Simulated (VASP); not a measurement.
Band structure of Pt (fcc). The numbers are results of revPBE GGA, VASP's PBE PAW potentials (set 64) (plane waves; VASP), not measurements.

Unless said otherwise, spin-orbit coupling is left out, though it shifts the bands of the heavy elements here.

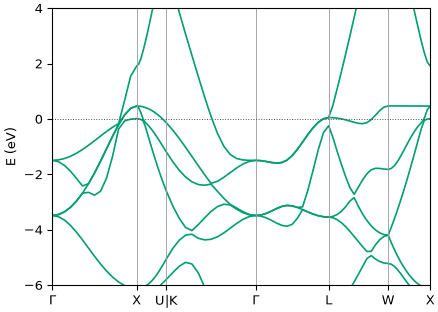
Figure: Bands along high-symmetry lines, zero at the valence-band maximum or, without a gap, the Fermi level

Q: Read the plot: is there a gap, and where are the band edges?

A: It has no gap at this level: it comes out as a metal or semimetal. (Edges off the drawn lines would not show.)

The compound is Pt in the fcc structure. It was relaxed first.
